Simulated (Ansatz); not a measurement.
# Molecular dynamics of MgH$_{20}$Cl$_{2}$O$_{10}$ (part 1 of 2)

MgH$_{20}$Cl$_{2}$O$_{10}$ (disordered cell, 33 atoms in the cell), computed with DFT PBE, scalar-relativistic, plane waves, PAW, no spin polarisation (Ansatz 0.2.0).

It belongs to a series of runs on one base structure; here: dynamics from the start. Figures and captions count atoms from 1; the log counts them from 0 in places.

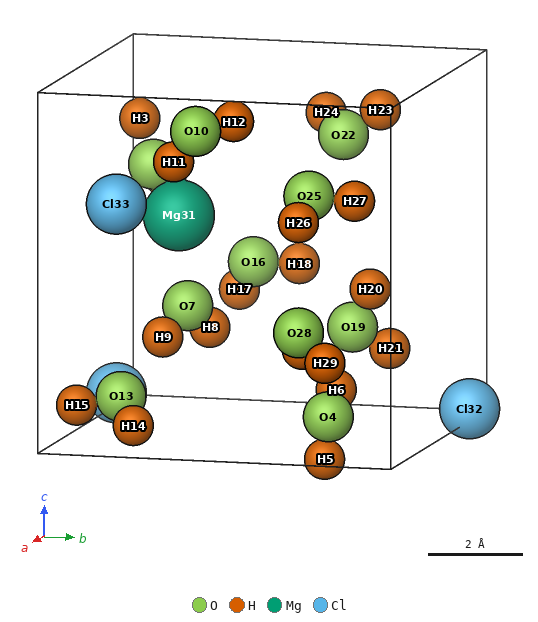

*The structure as given in the input (spheres-only view of the cell of the calculation, seen slightly off an axis; atoms are numbered from 1 in the order of the input).*

### Key numbers

```json
{"quantity": "outcome", "value": "finished"}
{"quantity": "mean temperature over the second half", "value": "469 K"}
{"quantity": "trajectory", "value": "300 steps, 150 fs"}
{"quantity": "ensemble", "value": "nvt_langevin"}
{"quantity": "temperature in the input", "value": "500.0 K"}
{"quantity": "time step", "value": "0.5 fs"}
{"quantity": "electrons treated", "value": "104"}
{"quantity": "potential energy (free energy of the electrons) (last step)", "value": "−10082.3962 eV"}
{"quantity": "Fermi energy (last step)", "value": "−0.485 eV"}
{"quantity": "largest force (length of the vector) (last step)", "value": "4.103 eV/Å"}
{"quantity": "hardware", "value": "1 thread of Arm Neoverse V2, 24 GiB of memory available, shared host"}
{"quantity": "wall time", "value": "11 min"}
{"quantity": "peak memory", "value": "0.48 GiB"}
```

### Remarks

The k-point mesh is coarse for a cell of this size, so the results may not be converged. So short a trajectory is not equilibrated. The logged temperature at the start can lie below the typed one, since it is counted over all degrees of freedom.

### The input
```yaml
crystal:
  lattice:
    - [7.806832, 0.0, 0.0]
    - [0.0, 7.806832, 0.0]
    - [0.0, 0.0, 7.806832]
  atoms:
    - { symbol: O, position: [0.3058372, 0.13984691, 0.6948553] }
    - { symbol: H, position: [0.19302533, 0.14395592, 0.64056542] }
    - { symbol: H, position: [0.28579836, 0.0956369, 0.8165719] }
    - { symbol: O, position: [0.67835021, 0.73578784, 0.0817858] }
    - { symbol: H, position: [0.65487652, 0.71883322, -0.04044827] }
    - { symbol: H, position: [0.56350689, 0.72709372, 0.13821539] }
    - { symbol: O, position: [0.50528557, 0.2908271, 0.34201475] }
    - { symbol: H, position: [0.41214262, 0.32820502, 0.2684445] }
    - { symbol: H, position: [0.59960294, 0.24567405, 0.26847126] }
    - { symbol: O, position: [0.94361963, 0.43201825, 0.90259376] }
    - { symbol: H, position: [0.90209584, 0.35834737, 0.80818724] }
    - { symbol: H, position: [0.84969156, 0.51390636, 0.91822191] }
    - { symbol: O, position: [0.74872378, 0.16791793, 0.12447337] }
    - { symbol: H, position: [0.83966767, 0.22728327, 0.06140657] }
    - { symbol: H, position: [0.7644799, 0.04628313, 0.09777284] }
    - { symbol: O, position: [0.15239405, 0.38104549, 0.41041803] }
    - { symbol: H, position: [0.08543245, 0.32349344, 0.32081449] }
    - { symbol: H, position: [0.11251972, 0.50054513, 0.4040388] }
    - { symbol: O, position: [0.37398733, 0.72200032, 0.28025028] }
    - { symbol: H, position: [0.39843474, 0.7783583, 0.39216735] }
    - { symbol: H, position: [0.31096388, 0.81010551, 0.21470839] }
    - { symbol: O, position: [0.22754532, 0.65646984, 0.78705148] }
    - { symbol: H, position: [0.22044335, 0.7591376, 0.85929621] }
    - { symbol: H, position: [0.13531556, 0.58253714, 0.83010287] }
    - { symbol: O, position: [0.71115487, 0.68969786, 0.69668813] }
    - { symbol: H, position: [0.82540515, 0.69116139, 0.64222851] }
    - { symbol: H, position: [0.67548081, 0.8092623, 0.68199477] }
    - { symbol: O, position: [0.95401596, 0.72625109, 0.35871606] }
    - { symbol: H, position: [1.01092946, 0.81638445, 0.28770875] }
    - { symbol: H, position: [0.84495176, 0.70688052, 0.29480531] }
    - { symbol: Mg, position: [0.49604034, 0.26332503, 0.58975739] }
    - { symbol: Cl, position: [0.21118552, 0.0091534, 0.04007758] }
    - { symbol: Cl, position: [0.75410086, 0.15627411, 0.65796076] }
basis:
  ecutwfc: 420.0
kpoints:
  mp_grid: { grid: [1, 1, 1] }
hamiltonian:
  xc: pbe
scf:
  occupations: { method: fermi_dirac, width: 0.05 }
  lower_state_search: "off"
md:
  timestep: 0.5
  n_steps: 300
  ensemble: nvt_langevin
  temperature: 500.0
  initial_velocities: maxwell_boltzmann
  seed: 439270
  friction: 0.02
```

Run as:
```bash
ansatz run input.yaml --threads 1 --pin off --max-ram 3072MiB --backend cpu --events-out ev --progress --plain --runs-dir out
```

### Output
```
Warning: md: disabling space-group detection — thermal motion breaks the input geometry's symmetry, so no spatial operation reduces the k-mesh or symmetrises the density; time reversal is kept, so that k and −k are solved as one point where they differ and the mesh holds both, and exact exchange and, on two spinor components, a DFT+U term hold to it where the run has them: on two components no moment then forms, and a state that bears one, which a typed moment (crystal.atoms[].spin; refused beside efield: under a hybrid functional) reaches, can lie lower, under hf by electronvolts; crystal.symmetry.detect: false (a key that needs symmetry detection or time reversal refuses this as the deck is read) with time_reversal: false beside it drops time reversal too
Engine: ansatz 0.2.0, aarch64-unknown-linux-gnu
Pseudopotentials: kind: paw
Pseudopotential: O, paw, valence charge 6, recommended cutoff 420 eV (normal), O.paw.azcp
Pseudopotential: H, paw, valence charge 1, recommended cutoff 420 eV (normal), H.paw.azcp
Pseudopotential: Mg, paw, valence charge 10, recommended cutoff 420 eV (normal), Mg.paw.azcp
Pseudopotential: Cl, paw, valence charge 7, recommended cutoff 420 eV (normal), Cl.paw.azcp
Functional definition: PBE
  parameter kappa = 0.804
  parameter beta = 0.06672455060314922
  exchange = pbe_x(kappa = kappa, mu = beta*pi^2/3)
  correlation = pbe_c(beta = beta)
Crystal: 33 atoms, lattice volume = 475.800 Å³
Basis set: ecut = 420 eV, 9315 PW (Γ), exchange–correlation on 108×108×108 points (8 copies of the dense FFT grid, shifted against one another)
Bands: 85, of which v1, the nominal top of the filled ones, is band 52 counted from 1 (51 counted from 0)
Symmetry: 1 space group operations
k-points: 1
Non-local potential: O, projectors of the file, l = 0: 2, l = 1: 2, l = 2: 1
Non-local potential: H, projectors of the file, l = 0: 2, l = 1: 1
Non-local potential: Mg, projectors of the file, l = 0: 3, l = 1: 2, l = 2: 1
Non-local potential: Cl, projectors of the file, l = 0: 2, l = 1: 2, l = 2: 2
PAW form: soft (Blöchl's): semilocal exchange-correlation on the pseudo side does not see the compensation charge
PAW one-centre angular grid: O, 110 points (default); XC on 64 Gauss nodes
PAW one-centre angular grid: H, 110 points (default); XC on 64 Gauss nodes
PAW one-centre angular grid: Mg, 110 points (default); XC on 64 Gauss nodes
PAW one-centre angular grid: Cl, 110 points (default); XC on 64 Gauss nodes
Initial density: superposition of atomic densities (neutral atoms: chi_scale 0, normalization atom), corrected by the library's trained network
Initial wavefunctions: pseudopotential atomic-orbital guess
Functional: x = pbe(κ = 0.804, μ = 0.2195149727645171), c = pbe(β = 0.06672455060314922)
SCF iter   1: F=—  HF=-10083.205341 eV  |F-HF|=—  |Δ(HF+E_count)|=         —  Δρ=2.23e-3  dr2=3.34e-2  ethr=1.77e-3  ⟨swp⟩=5.0  Hψ=358  notcnv=0  defer=25
preconditioner: auto → Resta (q_TF=auto, 2.118 Å⁻¹)  ε∞=2.1  [insulator: Δε(μ)=3.614 eV  Ē_g=15.930 eV  σ=0.050 eV  W_gap=1.00  n_scr=80 (ndim 8)  ℏωp=16.7 eV  f_vac=0.320  D(μ)=0.00/eV (n_scr^D=0)  ε∞_Penn≈2.1]
SCF iter   2: F=—  HF=-10083.191420 eV  |F-HF|=—  |Δ(HF+E_count)|=   1.39e-2  Δρ=1.09e-3  dr2=5.95e-3  ethr=3.21e-5  ⟨swp⟩=2.0  Hψ=130  notcnv=0  defer=25
SCF iter   3: F=—  HF=-10083.189088 eV  |F-HF|=—  |Δ(HF+E_count)|=   2.33e-3  Δρ=4.85e-4  dr2=1.60e-3  ethr=5.72e-6  ⟨swp⟩=2.0  Hψ=115  notcnv=0  defer=25
SCF iter   4: F=—  HF=-10083.188679 eV  |F-HF|=—  |Δ(HF+E_count)|=   4.08e-4  Δρ=1.86e-4  dr2=1.89e-4  ethr=1.54e-6  ⟨swp⟩=2.0  Hψ=104  notcnv=0  defer=25
SCF iter   5: F=—  HF=-10083.188696 eV  |F-HF|=—  |Δ(HF+E_count)|=   1.64e-5  Δρ=5.22e-5  dr2=1.37e-5  ethr=1.82e-7  ⟨swp⟩=2.0  Hψ=103  notcnv=0  defer=25
SCF iter   6: F=—  HF=-10083.189365 eV  |F-HF|=—  |Δ(HF+E_count)|=   6.69e-4  Δρ=2.18e-5  dr2=1.92e-6  ethr=1.32e-8  ⟨swp⟩=2.0  Hψ=109  notcnv=0  defer=25
SCF iter   7: F=—  HF=-10083.189365 eV  |F-HF|=—  |Δ(HF+E_count)|=   7.29e-8  Δρ=9.92e-6  dr2=3.41e-7  ethr=1.84e-9  ⟨swp⟩=2.0  Hψ=108  notcnv=0  defer=25
SCF iter   8: F=-10083.189365 eV  HF=-10083.189365 eV  |F-HF|=1.42e-8  |Δ(HF+E_count)|=   1.32e-8  Δρ=1.66e-6  dr2=1.50e-8  ethr=3.17e-11  ⟨swp⟩=4.0  Hψ=298  notcnv=0
SCF 1 converged in 8 iterations: F = -10083.189365 eV  dr2 = 1.50e-8
  greatest PAW one-centre occupation: 1.000 electrons in one spin orbital (limit 2), on the Mg atom at site 30 (counted from 0), in its partial waves of l = 0
md step     0: t =     0.00 fs  T =   484.8 K  F+E_penalty+E_count = -10083.18936464 eV  E_kin = 2.068160 eV  (8 SCF iters)
Initial density: handed on by an earlier stage of this run
Initial wavefunctions: those handed on with the density
iter 1 solved again at ethr=1.65e-5 eV; its pass at ethr=3.10e-3 eV (dr2=1.72e-2 eV) is discarded
SCF iter   1: F=—  HF=-10083.183692 eV  |F-HF|=—  |Δ(HF+E_count)|=         —  Δρ=2.99e-3  dr2=1.81e-2  ethr=1.65e-5  ⟨swp⟩=7.0  Hψ=419  notcnv=0
preconditioner: auto → Resta (q_TF=auto, 2.118 Å⁻¹)  ε∞=2.1  [insulator: Δε(μ)=3.595 eV  Ē_g=15.960 eV  σ=0.050 eV  W_gap=1.00  n_scr=80 (ndim 8)  ℏωp=16.7 eV  f_vac=0.323  D(μ)=0.00/eV (n_scr^D=0)  ε∞_Penn≈2.1]
SCF iter   2: F=—  HF=-10083.181315 eV  |F-HF|=—  |Δ(HF+E_count)|=   2.38e-3  Δρ=1.32e-3  dr2=2.92e-3  ethr=1.65e-5  ⟨swp⟩=2.0  Hψ=124  notcnv=0
SCF iter   3: F=—  HF=-10083.181397 eV  |F-HF|=—  |Δ(HF+E_count)|=   8.20e-5  Δρ=6.03e-4  dr2=6.37e-4  ethr=2.81e-6  ⟨swp⟩=2.0  Hψ=115  notcnv=0
SCF iter   4: F=—  HF=-10083.181511 eV  |F-HF|=—  |Δ(HF+E_count)|=   1.14e-4  Δρ=6.34e-5  dr2=2.15e-5  ethr=6.12e-7  ⟨swp⟩=2.0  Hψ=119  notcnv=0
SCF iter   5: F=—  HF=-10083.182158 eV  |F-HF|=—  |Δ(HF+E_count)|=   6.47e-4  Δρ=3.94e-5  dr2=6.24e-6  ethr=2.07e-8  ⟨swp⟩=2.0  Hψ=132  notcnv=0
SCF iter   6: F=—  HF=-10083.182158 eV  |F-HF|=—  |Δ(HF+E_count)|=   5.27e-7  Δρ=1.35e-5  dr2=6.89e-7  ethr=6.00e-9  ⟨swp⟩=2.0  Hψ=125  notcnv=0
SCF iter   7: F=—  HF=-10083.182158 eV  |F-HF|=—  |Δ(HF+E_count)|=   6.07e-8  Δρ=2.91e-6  dr2=4.02e-8  ethr=6.62e-10  ⟨swp⟩=2.0  Hψ=125  notcnv=0
SCF iter   8: F=-10083.182158 eV  HF=-10083.182158 eV  |F-HF|=1.89e-9  |Δ(HF+E_count)|=   1.65e-8  Δρ=8.88e-7  dr2=3.26e-9  ethr=3.17e-11  ⟨swp⟩=4.0  Hψ=241  notcnv=0
SCF 2 converged in 8 iterations: F = -10083.182158 eV  dr2 = 3.26e-9
md step     1: t =     0.50 fs  T =   500.6 K  F+E_penalty+E_count = -10083.18215759 eV  E_kin = 2.135175 eV  (8 SCF iters)
[... from here on the SCF iterations and repeated set-up lines of each step are left out, up to the last step ...]
md step     2: t =     1.00 fs  T =   487.7 K  F+E_penalty+E_count = -10083.08493271 eV  E_kin = 2.080387 eV  (8 SCF iters)
md step     3: t =     1.50 fs  T =   450.4 K  F+E_penalty+E_count = -10082.92758952 eV  E_kin = 1.921018 eV  (8 SCF iters)
md step     4: t =     2.00 fs  T =   421.8 K  F+E_penalty+E_count = -10082.77996979 eV  E_kin = 1.799280 eV  (7 SCF iters)
md step     5: t =     2.50 fs  T =   419.5 K  F+E_penalty+E_count = -10082.70848148 eV  E_kin = 1.789497 eV  (6 SCF iters)
md step     6: t =     3.00 fs  T =   439.1 K  F+E_penalty+E_count = -10082.72490610 eV  E_kin = 1.873130 eV  (6 SCF iters)
md step     7: t =     3.50 fs  T =   452.4 K  F+E_penalty+E_count = -10082.80241466 eV  E_kin = 1.929757 eV  (6 SCF iters)
md step     8: t =     4.00 fs  T =   482.3 K  F+E_penalty+E_count = -10082.88871502 eV  E_kin = 2.057433 eV  (6 SCF iters)
md step     9: t =     4.50 fs  T =   492.3 K  F+E_penalty+E_count = -10082.92710097 eV  E_kin = 2.099910 eV  (6 SCF iters)
md step    10: t =     5.00 fs  T =   489.1 K  F+E_penalty+E_count = -10082.88705792 eV  E_kin = 2.086083 eV  (8 SCF iters)
md step    11: t =     5.50 fs  T =   477.3 K  F+E_penalty+E_count = -10082.77480523 eV  E_kin = 2.036069 eV  (6 SCF iters)
md step    12: t =     6.00 fs  T =   442.7 K  F+E_penalty+E_count = -10082.62986625 eV  E_kin = 1.888352 eV  (6 SCF iters)
md step    13: t =     6.50 fs  T =   401.8 K  F+E_penalty+E_count = -10082.49966519 eV  E_kin = 1.713858 eV  (6 SCF iters)
md step    14: t =     7.00 fs  T =   381.0 K  F+E_penalty+E_count = -10082.42523508 eV  E_kin = 1.625081 eV  (6 SCF iters)
md step    15: t =     7.50 fs  T =   371.8 K  F+E_penalty+E_count = -10082.42467047 eV  E_kin = 1.585883 eV  (6 SCF iters)
md step    16: t =     8.00 fs  T =   398.4 K  F+E_penalty+E_count = -10082.48432262 eV  E_kin = 1.699620 eV  (6 SCF iters)
md step    17: t =     8.50 fs  T =   439.3 K  F+E_penalty+E_count = -10082.55778657 eV  E_kin = 1.873854 eV  (6 SCF iters)
md step    18: t =     9.00 fs  T =   440.4 K  F+E_penalty+E_count = -10082.58676809 eV  E_kin = 1.878751 eV  (6 SCF iters)
md step    19: t =     9.50 fs  T =   442.2 K  F+E_penalty+E_count = -10082.54400952 eV  E_kin = 1.886178 eV  (6 SCF iters)
md step    20: t =    10.00 fs  T =   417.7 K  F+E_penalty+E_count = -10082.42416850 eV  E_kin = 1.781815 eV  (8 SCF iters)
md step    21: t =    10.50 fs  T =   389.7 K  F+E_penalty+E_count = -10082.25950856 eV  E_kin = 1.662178 eV  (6 SCF iters)
md step    22: t =    11.00 fs  T =   344.2 K  F+E_penalty+E_count = -10082.11281263 eV  E_kin = 1.468011 eV  (6 SCF iters)
md step    23: t =    11.50 fs  T =   341.3 K  F+E_penalty+E_count = -10082.06284890 eV  E_kin = 1.455880 eV  (6 SCF iters)
md step    24: t =    12.00 fs  T =   361.4 K  F+E_penalty+E_count = -10082.12431382 eV  E_kin = 1.541378 eV  (6 SCF iters)
md step    25: t =    12.50 fs  T =   391.2 K  F+E_penalty+E_count = -10082.22934877 eV  E_kin = 1.668802 eV  (6 SCF iters)
md step    26: t =    13.00 fs  T =   413.4 K  F+E_penalty+E_count = -10082.30112674 eV  E_kin = 1.763239 eV  (6 SCF iters)
md step    27: t =    13.50 fs  T =   400.3 K  F+E_penalty+E_count = -10082.29370352 eV  E_kin = 1.707642 eV  (6 SCF iters)
md step    28: t =    14.00 fs  T =   365.5 K  F+E_penalty+E_count = -10082.20847317 eV  E_kin = 1.558894 eV  (6 SCF iters)
md step    29: t =    14.50 fs  T =   331.0 K  F+E_penalty+E_count = -10082.08309015 eV  E_kin = 1.411821 eV  (6 SCF iters)
md step    30: t =    15.00 fs  T =   287.6 K  F+E_penalty+E_count = -10081.96834682 eV  E_kin = 1.226748 eV  (7 SCF iters)
md step    31: t =    15.50 fs  T =   272.6 K  F+E_penalty+E_count = -10081.91276373 eV  E_kin = 1.162860 eV  (6 SCF iters)
md step    32: t =    16.00 fs  T =   286.1 K  F+E_penalty+E_count = -10081.92597979 eV  E_kin = 1.220595 eV  (6 SCF iters)
md step    33: t =    16.50 fs  T =   298.1 K  F+E_penalty+E_count = -10082.00000853 eV  E_kin = 1.271414 eV  (6 SCF iters)
md step    34: t =    17.00 fs  T =   306.7 K  F+E_penalty+E_count = -10082.10955960 eV  E_kin = 1.308148 eV  (6 SCF iters)
md step    35: t =    17.50 fs  T =   360.4 K  F+E_penalty+E_count = -10082.21408367 eV  E_kin = 1.537230 eV  (6 SCF iters)
md step    36: t =    18.00 fs  T =   356.2 K  F+E_penalty+E_count = -10082.26836815 eV  E_kin = 1.519244 eV  (6 SCF iters)
md step    37: t =    18.50 fs  T =   337.1 K  F+E_penalty+E_count = -10082.25604292 eV  E_kin = 1.438104 eV  (6 SCF iters)
md step    38: t =    19.00 fs  T =   329.4 K  F+E_penalty+E_count = -10082.18776598 eV  E_kin = 1.405080 eV  (6 SCF iters)
md step    39: t =    19.50 fs  T =   312.8 K  F+E_penalty+E_count = -10082.09198368 eV  E_kin = 1.334361 eV  (6 SCF iters)
md step    40: t =    20.00 fs  T =   285.3 K  F+E_penalty+E_count = -10082.02798520 eV  E_kin = 1.217108 eV  (7 SCF iters)
md step    41: t =    20.50 fs  T =   293.4 K  F+E_penalty+E_count = -10082.03873887 eV  E_kin = 1.251502 eV  (6 SCF iters)
md step    42: t =    21.00 fs  T =   330.5 K  F+E_penalty+E_count = -10082.11666502 eV  E_kin = 1.409840 eV  (6 SCF iters)
md step    43: t =    21.50 fs  T =   362.5 K  F+E_penalty+E_count = -10082.22591255 eV  E_kin = 1.546424 eV  (6 SCF iters)
md step    44: t =    22.00 fs  T =   397.2 K  F+E_penalty+E_count = -10082.30800177 eV  E_kin = 1.694492 eV  (6 SCF iters)
md step    45: t =    22.50 fs  T =   384.6 K  F+E_penalty+E_count = -10082.31603067 eV  E_kin = 1.640500 eV  (6 SCF iters)
md step    46: t =    23.00 fs  T =   360.7 K  F+E_penalty+E_count = -10082.24370251 eV  E_kin = 1.538426 eV  (6 SCF iters)
md step    47: t =    23.50 fs  T =   330.0 K  F+E_penalty+E_count = -10082.12440710 eV  E_kin = 1.407723 eV  (6 SCF iters)
md step    48: t =    24.00 fs  T =   334.0 K  F+E_penalty+E_count = -10082.00581214 eV  E_kin = 1.424576 eV  (6 SCF iters)
md step    49: t =    24.50 fs  T =   305.7 K  F+E_penalty+E_count = -10081.93173057 eV  E_kin = 1.303894 eV  (6 SCF iters)
```
